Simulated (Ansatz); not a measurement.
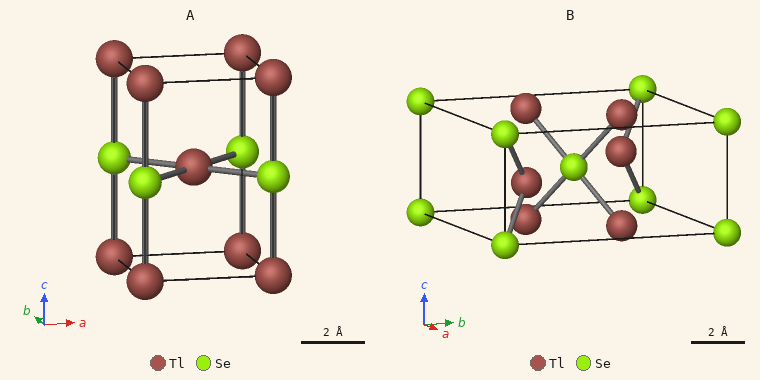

Two structures of Tl$_{2}$Se, each relaxed to rest (conventional cells in solid outline, small ones repeated, not to one scale). Method: DFT PBE, scalar-relativistic, plane waves, PAW in Ansatz, without spin polarisation.

**Identify the two structures.**

A: 3 atoms a cell on a primitive tetragonal lattice, P4/mmm. B: 6 atoms a cell on a primitive tetragonal lattice, P4_2/mnm.

**Compare their energies: which is lower?**

B is lower, by 131 meV/atom at this level of theory (energies at zero smearing). Volumes: A 38.6, B 59.4 Å³/atom.

One or both may be structure types tried for this composition rather than known phases.
